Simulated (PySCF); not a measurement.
# C7H14: what the fields show

```xyz
21

C     2.2225   -0.8782    0.7603
C     1.1105   -0.0536    0.1379
C     1.5928    1.2715   -0.5473
C    -0.1374   -0.5053    0.3022
C    -1.4121    0.0613   -0.3212
C    -2.3816   -1.0722   -0.7691
C    -2.1417    1.0841    0.7059
H     2.6248   -0.3538    1.5987
H     2.9989   -1.0622   -0.0686
H     1.8327   -1.7665    1.0966
H     1.6044    1.0525   -1.6073
H     0.9446    2.0866   -0.3459
H     2.5869    1.5092   -0.2936
H    -0.2531   -1.4898    0.8689
H    -1.0196    0.4742   -1.3056
H    -3.4499   -0.7339   -0.7603
H    -2.4571   -1.7696    0.0831
H    -2.2159   -1.5350   -1.7176
H    -1.6765    2.0431    0.7204
H    -2.2133    0.7065    1.7488
H    -3.1726    1.2276    0.3334
```

Geometry: GFN2-xTB, MD frame at 250 fs, 300 K.

The calculation used PySCF, PBE0/pcSseg-1, SCF density, gas phase, non-relativistic.

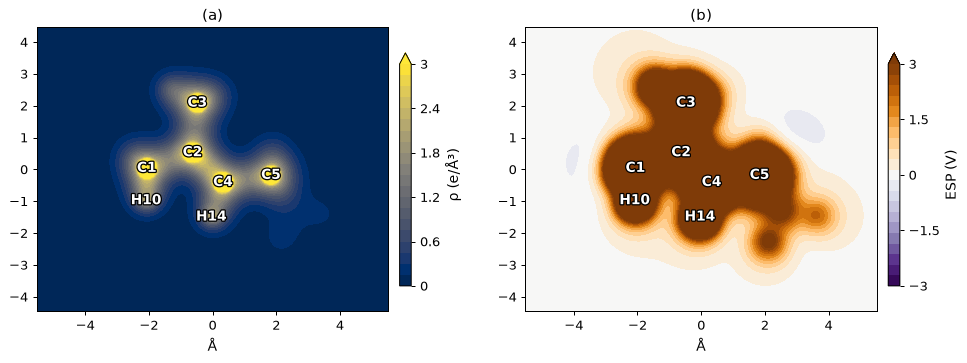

Figure 1. (a) total electron density; (b) molecular electrostatic potential on the plane of atoms C1, C2 and C4.

What does the map show?

Answer.
- The plane passes through C and H nuclei.
- C–C (1.34 Å): ρ is about 2.3 e/Å³ halfway.
- C–H (1.03 Å): ρ is about 2.2 e/Å³ halfway.
- C–C (1.52 Å): ρ at the midpoint is about 1.7 e/Å³.
- The potential has no marked negative region in this plane.

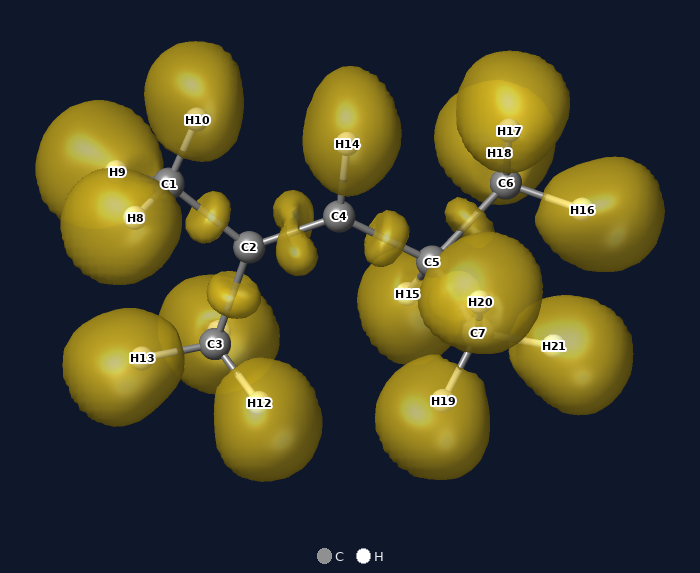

Figure 2. Isosurface of the electron localisation function at 0.85 (yellow), seen across its widest extent. Core shells and regions of very low density are left out.

Where are the electrons localised?

Answer. The surface consists of six regions between bonded C–C atoms (shared pairs) and 14 regions around hydrogen nuclei. Along the contacts the grid gives the following. C–C (1.34 Å): the ELF peaks at about 0.95 between the atoms: a multiple bond. C–H (1.03 Å): the ELF climbs to about 1 towards the hydrogen, as it does in any bond to H; a covalent bond by its length.

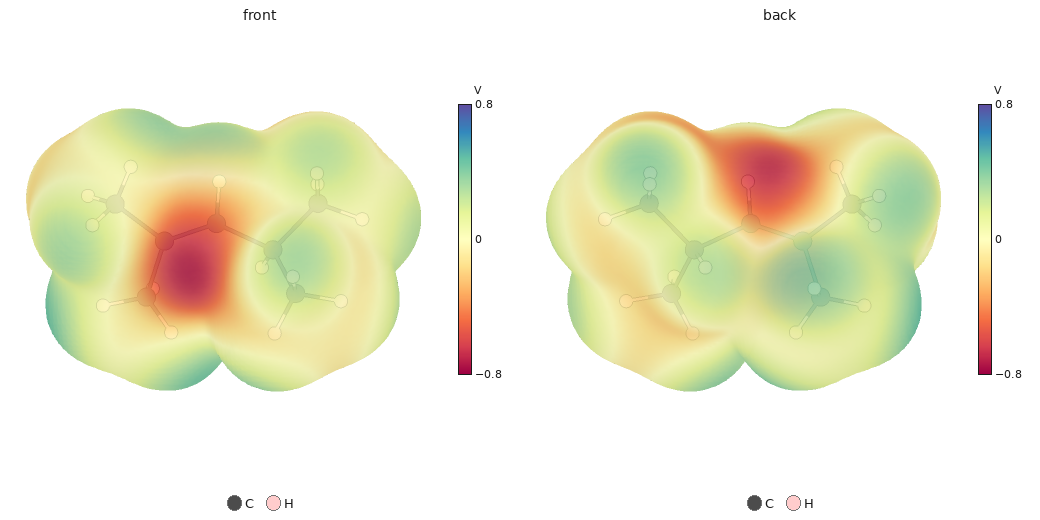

Figure 3. The molecular electrostatic potential painted on the density surface at 0.001 e/bohr³, seen from the front and from behind; the colour scale runs from red (negative) to blue (positive).

Describe the electrostatic potential map.

Answer. The most negative region (about −0.7 V) lies over the π face of C2 and C4, the most positive (about +0.5 V) over H12 and H13.
